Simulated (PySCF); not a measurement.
## Electronic structure of C7H9NP (SMILES C[P+]1(n2cccc2)C=C1) (charge +1) in real space

```xyz
18

C    -1.9880   -0.7334    1.1244
P    -1.1268    0.1177   -0.1855
N     0.5196   -0.0027    0.0296
C     1.1842   -0.7844    0.9881
C     2.5229   -0.6133    0.8037
C     2.7088    0.2905   -0.2917
C     1.4791    0.6524   -0.7538
C    -1.7849    0.3426   -1.7737
C    -1.7781    1.4705   -1.0481
H    -3.0648   -0.5776    0.9710
H    -1.6842   -0.3202    2.0975
H    -1.7609   -1.8089    1.0832
H     0.6414   -1.3892    1.7100
H     3.3046   -1.0877    1.3941
H     3.6595    0.6382   -0.6916
H     1.1886    1.3173   -1.5643
H    -2.0348   -0.0387   -2.7674
H    -2.0173    2.5356   -1.1082
```

Geometry: PBE0-D3(BJ)/def2-SVP.

Level of theory: CAM-B3LYP/def2-SVPD, SCF density, gas phase (PySCF).

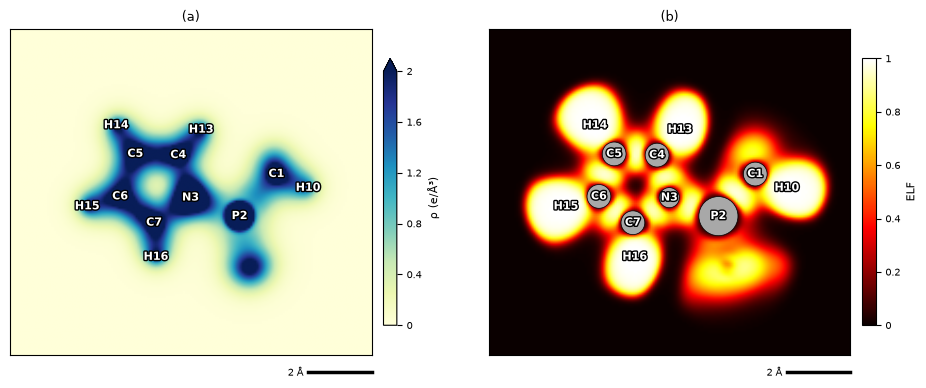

Figure 1. (a) total electron density; (b) electron localisation function on the plane of atoms N3, C7 and C6. Grey discs cover the atomic cores in the ELF map.

**What do the fields say about this system?**

The section cuts through C, P, N and H sites.
C–C (1.36 Å): ρ is about 2.2 e/Å³ halfway; the ELF peaks at about 0.95 between the atoms (localised, covalent bonding).
C–N (1.40 Å): the density is about 2.1 e/Å³ at the midpoint; the ELF peaks at about 0.90 between the atoms (localised, covalent bonding).
P–N (1.66 Å): ρ at the midpoint is about 1.4 e/Å³; the ELF peaks at about 0.90 between the atoms (a shared but strongly polarised pair).
C–H (1.09 Å): ρ is about 2 e/Å³ halfway; the ELF climbs to about 1 towards the hydrogen, as it does in any bond to H; an ordinary covalent bond to hydrogen.
C–C (1.43 Å): the density is about 1.9 e/Å³ at the midpoint; the ELF peaks at about 0.95 between the atoms: a covalent bond.

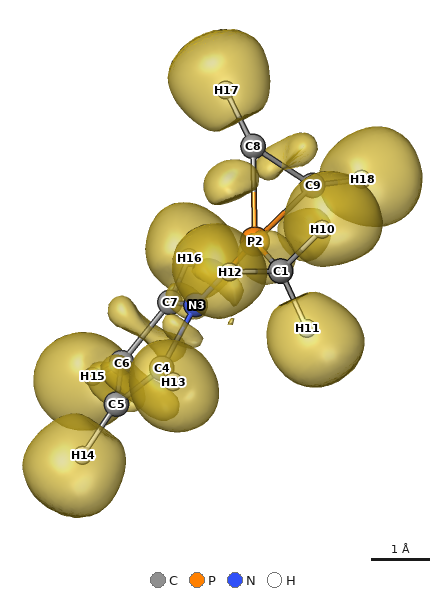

Figure 2. Isosurface of the electron localisation function at 0.85 (yellow), seen at an oblique angle. Only the valence region is drawn (cores and ρ < 0.01 e/Å³ removed).

**Describe the localisation domains.**

The surface consists of four regions between bonded C–C atoms (shared pairs), two regions between bonded C–N atoms (shared pairs), three regions between bonded C–P atoms (shared pairs), one region between bonded N–P atoms (shared pairs) and nine regions around hydrogen nuclei. Profiles from the grid: C–C (1.34 Å): the ELF peaks at about 0.90 between the atoms (a multiple bond).

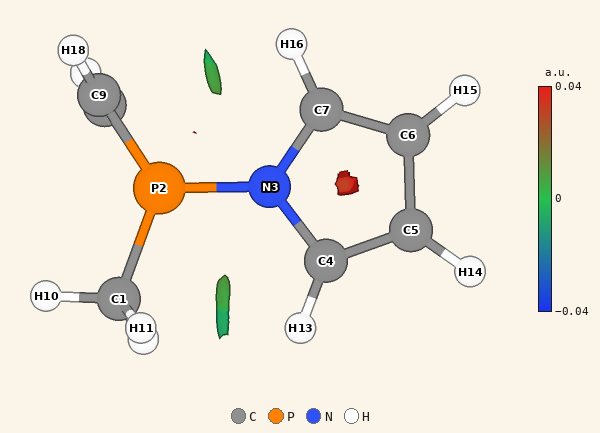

Figure 3. Non-covalent interaction (NCI) plot: the surface where the reduced density gradient is 0.6, for densities under 0.05 a.u., coloured by sign(λ₂)ρ; seen across its widest extent.

**Which non-covalent interactions does the plot reveal?**

Between H13 and C4 on one side and C1 and P2 on the other: a weak contact, attractive (blue-green) on one side and crowded (olive to red) on the other; between H16 and C7 on one side and P2 and C9 on the other: a weak contact (green); inside the ring or cage of N3, C4, C5, C6 and C7: steric crowding (red) (×2).
